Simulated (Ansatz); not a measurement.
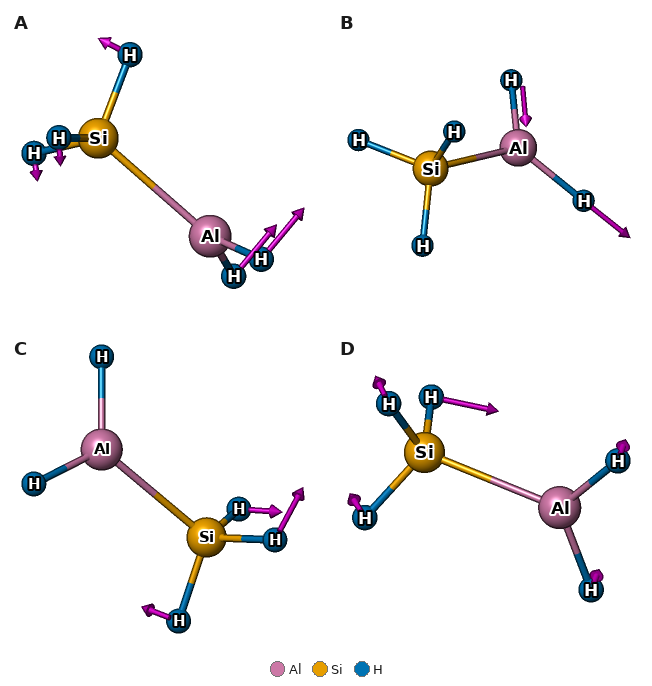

4 normal modes of one molecule or complex, as arrows. Harmonic vibrations computed with RKS PBE0-D4/def2-TZVP (Ansatz 0.2.0) at a stationary point of the same level.

Question: Match the panels to the wavenumbers 350 cm⁻¹, 584 cm⁻¹, 933 cm⁻¹, 1921 cm⁻¹.

Answer: A: 584 cm⁻¹
B: 1921 cm⁻¹, out-of-phase stretching of 2 Al–H bonds
C: 933 cm⁻¹, H–Si–H bending
D: 350 cm⁻¹, Al–Si–H bending
